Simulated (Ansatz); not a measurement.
# H$_{7}$NOSi$_{2}$···HF: what the fields show

| atom | x (Å) | y (Å) | z (Å) |
| --- | --- | --- | --- |
| Si | -0.4739 | 0.0629 | -0.6248 |
| F | -0.6710 | -1.2973 | 2.2142 |
| H | 0.4862 | 0.9422 | 0.0709 |
| H | -0.8442 | 0.5547 | -1.9752 |
| N | 0.1759 | -1.5109 | -0.8123 |
| H | 0.4092 | -2.0289 | 0.0287 |
| H | -0.1614 | -2.1248 | -1.5422 |
| O | -1.8474 | 0.1280 | 0.3658 |
| Si | -3.3800 | -0.5291 | 0.2216 |
| H | -3.3055 | -1.9425 | -0.2345 |
| H | -4.0089 | -0.4727 | 1.5630 |
| H | -4.1835 | 0.2575 | -0.7517 |
| H | -1.1607 | -0.6013 | 1.7878 |

Method: Ansatz, RKS B3LYP-D4/6-31G*.

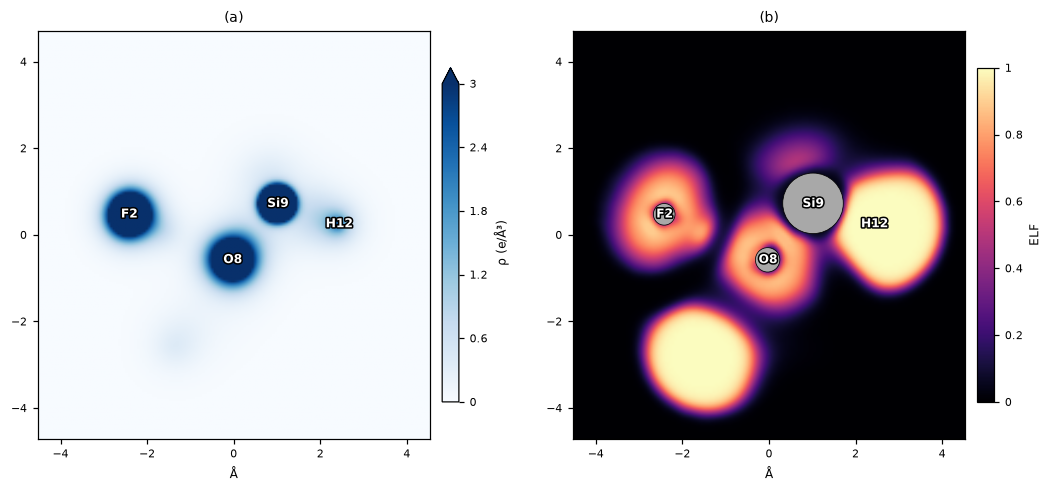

Figure 1. (a) total electron density; (b) ELF on the plane of atoms O8, Si9 and H12. Grey discs cover the atomic cores in the ELF map.

Question: Describe what can be read from this map.

Answer: The plane passes through F, O, Si and H nuclei. Si–O (1.67 Å): ρ at the midpoint is about 1 e/Å³; the ELF peaks at about 0.85 between the atoms: a polar covalent bond. Si–H (1.49 Å): ρ is about 0.8 e/Å³ halfway; the ELF climbs to about 1 towards the hydrogen, as it does in any bond to H. The ELF also peaks beside F2, away from the bonds: lone-pair regions.

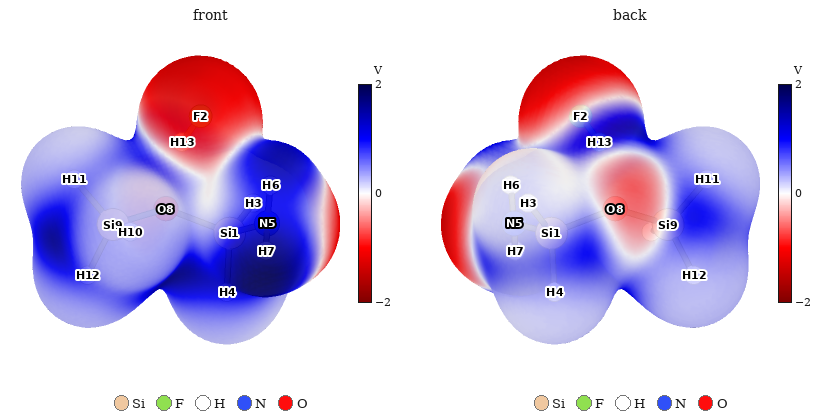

Figure 2. The electrostatic potential painted on the density surface at 0.002 e/bohr³, seen from the front and from behind; the colour scale runs from red (negative) to blue (positive).

Question: Where is the surface potential most negative and most positive?

Answer: The most negative region (about −1.4 V) lies over F2 and N5, the most positive (about +1.9 V) over H7.

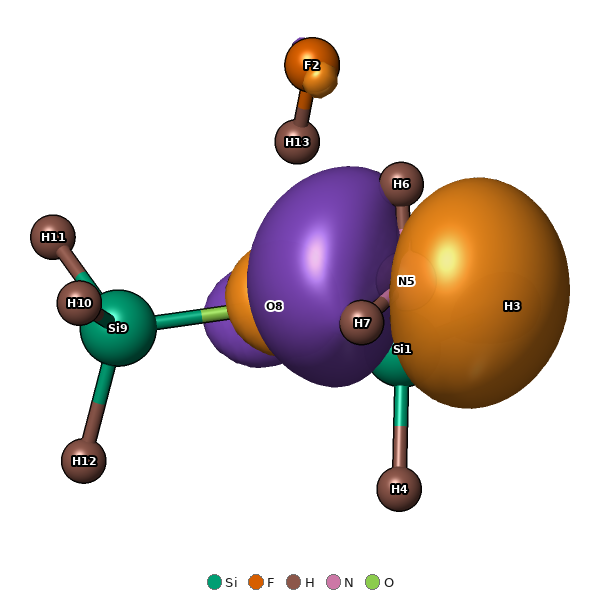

Figure 3. The HOMO at ±0.1 Å⁻³ᐟ² (orange and purple are the two phases), seen at a tilt.

Question: What is the character of this orbital?

Answer: By Hirshfeld shares it lies mainly on N5 (about 70 %); largely a lone pair of N5. Its energy is −7.39 eV.
